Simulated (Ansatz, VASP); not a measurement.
# Cross-check of Ir (Iridium) between VASP and Ansatz

One calculation is typed for both programs; each brings its own data sets and cutoff. How far apart do they land?

Main program and level: Ansatz 0.2.0; plane waves, with VASP 6.6.1 beside it; relaxation of cell and atoms at r2SCAN with rVV10.

### 1. Starting point

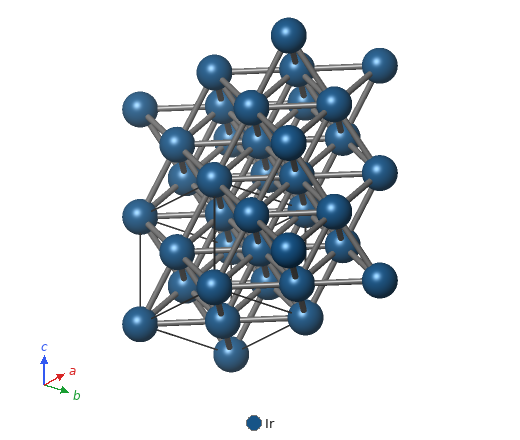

The cell as given, from a free direction (iridium blue). 2×1×2 cells are drawn. This picture shows the conventional cell, with its axes. Some periodic images of atoms are drawn too.

### 2. Ansatz: relaxation of cell and atoms, r2SCAN with rVV10

Ansatz runs on its default PAW (the set named soft_2) files.

The relaxed volume is the usual yardstick between codes: its relative difference is about their pressure difference at one cell divided by the bulk modulus.

File input.yaml:

```yaml
crystal:
  lattice:
    - [0.0, 1.9197, 1.9197]
    - [1.9197, 0.0, 1.9197]
    - [1.9197, 1.9197, 0.0]
  atoms:
    - { symbol: Ir, position: [0.0, 0.0, 0.0] }
hamiltonian:
  xc: r2scan
  pseudopotentials: { kind: paw }
  dispersion: rvv10
kpoints:
  mp_grid: { grid: [12, 12, 12] }
scf:
  occupations: { method: methfessel_paxton, width: 0.1 }
relax:
  f_tol: 0.01
  max_steps: 60
  cell: { stress_tol: 0.05 }
output:
  forces: true
  stress: true
```

On the command line:

```bash
> ansatz run input.yaml --threads 4 --pin off --max-ram 9216MiB --backend cpu --events-out ev --progress --plain --runs-dir out
```

Numbers of over 12 decimals in the logs are rounded to 6 here.

The program printed:

```text
Engine: ansatz 0.2.0, aarch64-unknown-linux-gnu
Pseudopotentials: kind: paw
Pseudopotential: Ir, paw, valence charge 17, recommended cutoff 500 eV (meta_gga), Ir.paw.azcp
Functional definition: r2SCAN+rVV10
  parameter k0 = 0.174
  parameter k1 = 0.065
  parameter a1 = 4.9479
  exchange = r2scan_x(k0 = k0, k1 = k1, a1 = a1)
  correlation = r2scan_c + rvv10(11.95, 0.0093)
Crystal: 1 atoms, lattice volume = 14.149 Å³
Basis set: ecut = 500 eV, 339 PW (Γ), exchange–correlation on 96×96×96 points (64 copies of the dense FFT grid, shifted against one another)
Bands: 13, of which v1, the nominal top of the filled ones, is band 9 counted from 1 (8 counted from 0)
Symmetry: 48 space group operations
Space group: Fm-3m (ITA 225), of the structure as read, at distance tolerance 2.4e-5 Å
k-points: 72 of 1728
Non-local potential: Ir, projectors of the file, l = 0: 3, l = 1: 2, l = 2: 2, l = 3: 1
PAW form: soft (Blöchl's): semilocal exchange-correlation on the pseudo side does not see the compensation charge
rVV10 density: all electrons in the spheres
PAW frozen core: Ir, regenerated for the run's functional (the file was generated under x = pbe(κ = 0.804, μ = 0.219515), c = pbe(β = 0.066725))
PAW one-centre angular grid: Ir, 590 points (default); XC on 160 Gauss nodes
Initial density: superposition of atomic densities (neutral atoms: chi_scale 0, normalization atom), corrected by the library's trained network
Initial wavefunctions: pseudopotential atomic-orbital guess
Functional: x = r2scan, c = r2scan + rvv10(b = 11.95, C = 0.0093); τ floored in thin density (d = 2e-4 eV/Å³)
SCF iter   1: F=—  HF=-11945.851729 eV  |F-HF|=—  |Δ(HF+E_count)|=         —  Δρ=9.65e-3  dr2=4.55e-3  dr2_τ=3.47e-2  ethr=1.77e-3  ⟨swp⟩=5.1  Hψ=5409  notcnv=0
preconditioner: auto → none  [insulator: Δε(μ)=0.128 eV  Ē_g=14.939 eV  σ=0.100 eV  W_gap=0.69  n_scr=0 (ndim 8)  ℏωp=29.6 eV  f_vac=0.000  D(μ)=0.40/eV (n_scr^D=0)  ε∞_Penn≈4.9]
SCF iter   2: F=—  HF=-11945.878839 eV  |F-HF|=—  |Δ(HF+E_count)|=   2.71e-2  S|Δr|=    0.00e0  Δρ=4.71e-3  dr2=7.38e-4  dr2_τ=2.81e-4  ethr=2.68e-5  ⟨swp⟩=2.0  Hψ=2130  notcnv=0  defer=30
SCF iter   3: F=—  HF=-11945.879489 eV  |F-HF|=—  |Δ(HF+E_count)|=   6.49e-4  S|Δr|=    0.00e0  Δρ=9.25e-4  dr2=2.44e-5  dr2_τ=1.90e-5  ethr=4.34e-6  ⟨swp⟩=2.2  Hψ=1148  notcnv=0  defer=30
SCF iter   4: F=—  HF=-11945.879528 eV  |F-HF|=—  |Δ(HF+E_count)|=   3.96e-5  S|Δr|=    0.00e0  Δρ=1.05e-4  dr2=4.69e-7  dr2_τ=9.00e-8  ethr=1.44e-7  ⟨swp⟩=2.3  Hψ=1362  notcnv=0  defer=30
SCF iter   5: F=-11945.879529 eV  HF=-11945.879529 eV  |F-HF|=1.26e-8  |Δ(HF+E_count)|=   9.21e-7  S|Δr|=    0.00e0  Δρ=2.59e-5  dr2=6.21e-8  dr2_τ=1.06e-8  ethr=5.88e-10  ⟨swp⟩=4.9  Hψ=3312  notcnv=0
SCF 1 converged in 5 iterations: F = -11945.879529 eV  dr2 = 6.21e-8
  greatest PAW one-centre occupation: 1.000 electrons in one spin orbital (limit 2), on the Ir atom at site 0 (counted from 0), in its partial waves of l = 0
relax step   1: F+E_penalty+E_count = -11945.87952904 eV  Δ(F+E_penalty+E_count) = +0.000e0 eV  max|allowed force component| = 0.000e0 eV/Å  Δτ_max = 0.0000 Å  P = -2.358 GPa  Ω = 14.149 Å³  (5 SCF iters, dr2 threshold 1.00e-7 eV, accepted)
[...]
relax step   2: F+E_penalty+E_count = -11945.87806203 eV  Δ(F+E_penalty+E_count) = +1.467e-3 eV  max|allowed force component| = 0.000e0 eV/Å  Δτ_max = 0.0000 Å  P = +4.628 GPa  Ω = 13.903 Å³  energy of the carried Pulay correction = +1.841e-4 eV  (6 SCF iters, dr2 threshold 1.00e-7 eV, rejected (line search))
[...]
relax step   3: F+E_penalty+E_count = -11945.88022911 eV  Δ(F+E_penalty+E_count) = -7.001e-4 eV  max|allowed force component| = 0.000e0 eV/Å  Δτ_max = 0.0000 Å  P = -0.055 GPa  Ω = 14.065 Å³  energy of the carried Pulay correction = +6.249e-5 eV  (10 SCF iters, accepted)
[...]
relax step   4: F+E_penalty+E_count = -11945.88023095 eV  Δ(F+E_penalty+E_count) = -1.838e-6 eV  max|allowed force component| = 0.000e0 eV/Å  Δτ_max = 0.0000 Å  P = +0.001 GPa  Ω = 14.063 Å³  energy of the carried Pulay correction = +6.399e-5 eV  (2 SCF iters, dr2 threshold 7.66e-9 eV, accepted)
[...]
relax step   5: F+E_penalty+E_count = -11945.88017881 eV  Δ(F+E_penalty+E_count) = +5.214e-5 eV  max|allowed force component| = 0.000e0 eV/Å  Δτ_max = 0.0000 Å  P = -0.002 GPa  Ω = 14.063 Å³  stress off target by 2.23e-3 GPa  SCF on the basis re-selected at this cell (its energy is not comparable with the rows above)  (4 SCF iters)
basis re-selected at this cell: Δ(F+E_penalty+E_count) = +5.214e-5 eV, ΔP = -0.003 GPa vs the last step (what re-selecting the basis moved, of the pressure what is left beyond the Pulay correction that the steps carried, after the strain that the cell walked since its last selection, with what the two solves' SCF thresholds leave and, on support functions, any second-order correction that the steps lacked; it is no measure of the basis error at this ecutwfc). This SCF's stress stands 2.23e-3 GPa from its target on what of the cell is left free (relax.cell.stress_tol is 5.00e-2 GPa) and its largest allowed force component is 0.00e0 eV/Å (relax.f_tol is 1.00e-2 eV/Å): [rest of the remark cut]
SCF converged after 4 iterations
Stability not checked: this state was not tested for a lower state beside it, because cold or Methfessel-Paxton smearing, or corrected tetrahedra, fill the levels in a way that the test cannot read (fill_not_monotonic; see scf.lower_state_search)
Free energy (F): -11945.880179 eV
Harris-Foulkes:  -11945.880179 eV  (|F-HF|=3.09e-11)
Internal energy: -11945.881030 eV  (E = F + TS)
E sigma→0 (E₀):  -11945.880392 eV
Entropy (-TS):   0.000851 eV (0.851 meV/atom)
Fermi energy:    25.821104 eV
--- Per-component energies (eV) ---
  E_band       = -98.193833
  E_kinetic    = 623.707619
  E_local      = -1058.547995  (includes V_loc(G=0)·N_el)
  E_nonlocal   = 73.784848
  E_hartree    = 407.720689
  E_xc         = -252.785044
  E_vxc        = -333.696968  (∫ρ·V_xc dr)
  E_paw        = -9249.631797  (= ΣΔE_a)
  E_vpaw       = -239.600063  (= ΣTr[D̂ρ^β])
  E_aug_tail   = -0.000022  (compensation charges beyond the density's cutoff)
  E_vtau       = 20.717384  (kinetic-family band-sum trace: ∫τ·v_τ [+ j·A + Jᵃ·Aᵃ] dr)
  E_ewald      = -2489.812434
  E_core_change = -0.316894  (= ΣΔE_core)
  E_smearing   = 0.000851  (= −TS)
  E_closure    = 0.000000  (closes the sum)
  Σ components = -11945.880179   (vs F -11945.880179, Δ=0.00e0)
--- Forces (eV/Å), atoms counted from 1 ---
  atom   1  Ir    -0.00000000     0.00000000    -0.00000000
  max |Σ_I F_I| component: 2.14e-31 eV/Å
--- Stress (GPa, compression-positive) ---
       -0.002228      -0.000000       0.000000
       -0.000000      -0.002228      -0.000000
       -0.000000      -0.000000      -0.002228
  P = ⅓ Tr σ = -0.0022 GPa (-0.022 kbar)
--- Relaxed structure (4 steps of the walk, 3 accepted, 1 SCFs on fresh bases) ---
  F+E_penalty+E_count = -11945.88017881 eV   max|allowed force component| = 0.000e0 eV/Å   (the final SCF, on the basis selected at the relaxed cell)
  cell:  # Å, volume = 14.0630 Å³
    - [0, 1.915796, 1.915796]
    - [1.915796, 0, 1.915796]
    - [1.915796, 1.915796, 0]
  atoms:
    - { symbol: Ir, position: [0.0, 0.0, 0.0] }
```

The job ended after 4.9 s (4 threads of Arm Neoverse V1, shared host; peak memory 0.36 GiB; 15 s of CPU time).

(Part 1 of 2 ends here.)

[Lines on the potential files, build, host, timing and source positions are cut from VASP's logs without a mark.]

[Logs are printed without paths, hosts, clocks, repeated set-up lines and the standing remarks that a program may print on its own settings, such as how far it seeks lower states.]

[Hosts, paths, dates, database ids (printed as entryN), source tags and the programs' standing remarks are cut or masked in the printed files.]
